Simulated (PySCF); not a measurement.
**MoF₃⁺: structure of the triplet**

The task is one start of a wider search on MoF₃⁺: the triplet, from a trigonal planar start. It is relaxed, tested by its Hessian and followed downhill if it is a saddle.

The runs use PySCF 2.14.0; PBE0, basis Mo def2-SVP with ECP28, F def2-SVP, scalar-relativistic core potentials, no spin–orbit coupling, density fitting.

### Step 1. Starting geometry

4 atoms, charge 1, spin multiplicity 3.

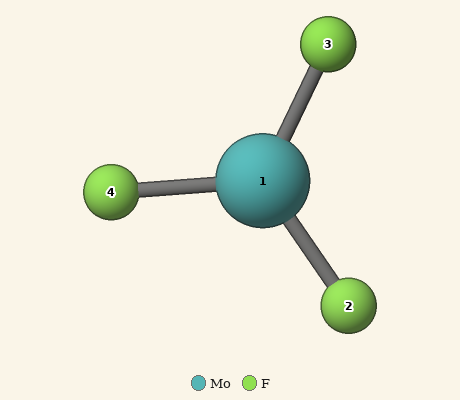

Start geometry, drawn with molybdenum teal, fluorine green; atoms are numbered from 1 in the order of the file.

Coordinates in bohr (charge 1 multiplicity 3):
```
Mo    0.0000    0.0000    0.0000
F     3.7409    0.0000    0.0000
F    -1.8704    3.2397    0.0000
F    -1.8705   -3.2397    0.0000
```

### Step 2. Relaxation: trigonal planar start, triplet

The steps below are one call of a driver around PySCF. For each, scf.py gives the equivalent set-up of the SCF; relaxations use the driver's own optimiser. Before each start the driver seeks the lowest SCF state from one or more starting densities and follows internal instabilities, so scf.py alone need not reach the same state.

The program finds D3h symmetry in the start, which this walk keeps.

Contents of scf.py:

```python
from pyscf import gto, scf, dft
mol = gto.M(atom='''
Mo     0.000000    -0.000000     0.000000
F      1.979609    -0.000008    -0.000000
F     -0.989798     1.714396     0.000000
F     -0.989812    -1.714388    -0.000000''',
    basis={'Mo': 'def2-SVP', 'F': 'def2-SVP'},
    ecp={'Mo': 'def2-SVP'},
    charge=1, spin=2)
mf = dft.UKS(mol, xc='PBE0')
mf.grids.atom_grid = (50, 194)
aux = {'Mo': 'def2-universal-JKFIT', 'F': 'def2-universal-JKFIT'}
mf = mf.density_fit(auxbasis=aux)
mf.kernel()
```

After this run come: Relaxing without the symmetry constraint; Is it a minimum? Harmonic modes.

Q: Predict the outcome of this session. Wanted: minimum; geometry; wavenumbers; dipole moment; highest occupied, lowest empty level; polar-tensor charge of Mo1; zero-point energy; ⟨S²⟩.

As calculated:

```
                                          quantity                                                               value
                                           minimum                                                        triplet, C2v
                                          geometry  Mo–F 1.763 Å, Mo–F 1.782 Å (×2); F–Mo–F 105.3°, F–Mo–F 127.3° (×2)
                                wavenumbers (cm⁻¹)            57 (b1), 74 (b2), 191 (a1), 744 (b2), 783 (a1), 846 (a1)
                    dipole moment (centre of mass)                                                              1.03 D
highest occupied, lowest empty level (either spin)                                                   -15.44, -12.00 eV
                        polar-tensor charge of Mo1                                                             +2.69 e
                                 zero-point energy                                                         16.1 kJ/mol
                               entropy at 298.15 K                                                     330.5 J/(mol K)
                                              ⟨S²⟩                                                               2.007
```

**Reading.** From D3h at the start the molecule goes to a C2v minimum. In the infrared the band at 846 cm⁻¹ (a1, stretch) leads. Most of the spin sits on Mo1 (Mulliken spin 1.96, against 2 for the whole molecule). Other starts or spin states, not run here, may lie lower. Take wavenumbers under 90 cm⁻¹ as rough. One determinant may miss the lowest occupation of an open d or f shell.
